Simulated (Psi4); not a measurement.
# C2H3B (SMILES BC#C): MP2/def2-SVP (density fitting, density fitting for correlation, sweep point 2)

What is the energy change on altering one bond length of C2H3B at MP2/def2-SVP (density fitting, density fitting for correlation, sweep point 2)? 

The results are computed with Psi4 1.11.

## Step 1: The system as given

The species is C2H3B (6 atoms), meant as a singlet with charge 0. As SMILES, `BC#C`. The shape is that of a PBE0-D4/def2-TZVP optimisation.

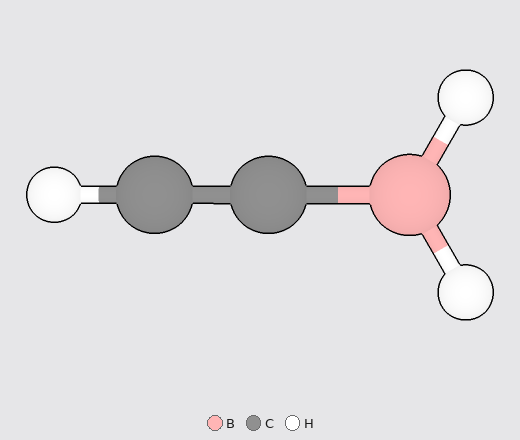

The structure, seen from a chosen angle (boron pink, carbon grey, hydrogen white).

## Step 2: The energy at MP2/def2-SVP (density fitting, density fitting for correlation, sweep point 2)

Input file calc.inp:

```
memory 1600 mb

molecule mol {
  0 1
  B     -0.830400     0.647300    -0.394300
  C      0.278600    -0.224100     0.117900
  C      1.172700    -0.926600     0.530500
  H     -1.756200     0.156700    -0.965700
  H     -0.783300     1.828200    -0.228600
  H      1.960800    -1.545600     0.894000
  units angstrom
  symmetry c1
}

set basis def2-SVP
set reference rhf
set puream true
set scf_type df
set num_frozen_docc 3

e_tot = energy("mp2")
```

Started as:

```sh
$ psi4 calc.inp calc.out -n 1
```

calc.out:

```text
[...]
  Running in c1 symmetry.
[...]
  Nuclear repulsion =   46.738123143885240
[...]
  Multiplicity = 1
[...]
  Nalpha       = 10
  Nbeta        = 10
[...]
    Number of basis functions: 57
[...]
   @DF-RHF iter   1:  -101.96744471060330   -1.09392e+00   4.34039e-03 ADIIS/DIIS
[...]
   @DF-RHF iter  11:  -102.01159731649599   -1.10703e-11   7.83112e-09 DIIS
[...]
    Orbital Energies [Eh]
    ---------------------
    Doubly Occupied:
       1A    -11.259173     2A    -11.227766     3A     -7.629801
       4A     -1.023118     5A     -0.781591     6A     -0.705991
       7A     -0.561001     8A     -0.523255     9A     -0.419393
      10A     -0.397859
[...]
  @DF-RHF Final Energy:  -102.01159731649599
   => Energetics <=
    Nuclear Repulsion Energy =             46.7381231438852396
    One-Electron Energy =                -228.4415454125735323
    Two-Electron Energy =                  79.6918249521922917
    Total Energy =                       -102.0115973164959939
[...]
 Multipole Moments:
 ------------------------------------------------------------------------------------
     Multipole            Electronic (a.u.)      Nuclear  (a.u.)        Total (a.u.)
 ------------------------------------------------------------------------------------
 L = 1.  Multiply by 2.5417464519 to convert [e a0] to [Debye]
 Dipole X            :          0.3860453           -0.1264389            0.2596065
 Dipole Y            :         -0.3032822            0.0994607           -0.2038215
 Dipole Z            :          0.1784484           -0.0588173            0.1196311
 Magnitude           :                                                    0.3510702
[...]
```

Run time: 1.9 s. Hardware: 1 thread of AMD EPYC 7R43 (Zen 3), shared host; peak memory 0.19 GiB.

## Step 3: The distorted shape at the same level

Input file calc.dat:

```
memory 1.6 GB

molecule m {
  0 1
  B     -1.384912     1.083009    -0.650406
  C      0.278600    -0.224100     0.117900
  C      1.172700    -0.926600     0.530500
  H     -2.310712     0.592409    -1.221806
  H     -1.337812     2.263909    -0.484706
  H      1.960800    -1.545600     0.894000
  symmetry c1
}

set {
  puream true
  scf_type df
  num_frozen_docc 3
}

energy('mp2/def2-SVP')
```

Started as:

```sh
$ psi4 -i calc.dat -o calc.out -n 1
```

calc.out:

```text
[...]
  Running in c1 symmetry.
[...]
  Nuclear repulsion =   40.855545650526857
[...]
  Multiplicity = 1
[...]
  Nalpha       = 10
  Nbeta        = 10
[...]
    Number of basis functions: 57
[...]
   @DF-RHF iter   1:  -101.84959452386110   -1.43974e+00   4.92608e-03 ADIIS/DIIS
[...]
   @DF-RHF iter  12:  -101.90264604057603   -1.26477e-12   1.66130e-09 DIIS
[...]
    Orbital Energies [Eh]
    ---------------------
    Doubly Occupied:
       1A    -11.232896     2A    -11.212271     3A     -7.741514
       4A     -0.976426     5A     -0.725391     6A     -0.692289
       7A     -0.556831     8A     -0.471828     9A     -0.376208
      10A     -0.375391
[...]
  @DF-RHF Final Energy:  -101.90264604057603
   => Energetics <=
    Nuclear Repulsion Energy =             40.8555456505268566
    One-Electron Energy =                -216.7942942865569762
    Two-Electron Energy =                  74.0361025954540821
    Total Energy =                       -101.9026460405760304
[...]
 Multipole Moments:
 ------------------------------------------------------------------------------------
     Multipole            Electronic (a.u.)      Nuclear  (a.u.)        Total (a.u.)
 ------------------------------------------------------------------------------------
 L = 1.  Multiply by 2.5417464519 to convert [e a0] to [Debye]
 Dipole X            :         -0.4321548           -0.2843211           -0.7164759
 Dipole Y            :          0.3396093            0.2235170            0.5631263
 Dipole Z            :         -0.1994361           -0.1317366           -0.3311727
 Magnitude           :                                                    0.9696001
[...]
```

Wall time 1.9 s (1 thread of AMD EPYC 7R43 (Zen 3), shared host); peak memory 0.19 GiB.

## Step 4: Outcome

Level: MP2/def2-SVP (density fitting, density fitting for correlation, sweep point 2), 3 core orbitals frozen.

| quantity | value |
| --- | --- |
| first shape: total energy | -102.34083 Eh |
| first shape: HOMO energy (Hartree–Fock orbitals) | -10.83 eV |
| first shape: LUMO energy (Hartree–Fock orbitals) | 1.41 eV |
| first shape: HOMO–LUMO gap (Hartree–Fock orbitals) | 12.24 eV |
| first shape: correlation energy (3 core orbitals frozen) | -329.2 mEh |
| distorted shape: total energy | -102.23314 Eh |
| distorted shape: HOMO energy (Hartree–Fock orbitals) | -10.21 eV |
| distorted shape: LUMO energy (Hartree–Fock orbitals) | 0.82 eV |
| distorted shape: HOMO–LUMO gap (Hartree–Fock orbitals) | 11.04 eV |
| distorted shape: correlation energy (3 core orbitals frozen) | -330.5 mEh |
| energy change with the B1–C2 bond stretched from 1.501 to 2.251 Å | 2.931 eV |

In words: With the B1–C2 bond stretched from 1.501 to 2.251 Å the energy rises by 2.93 eV (283 kJ/mol). The first shape isn't relaxed at this level, so the change isn't measured from a minimum.
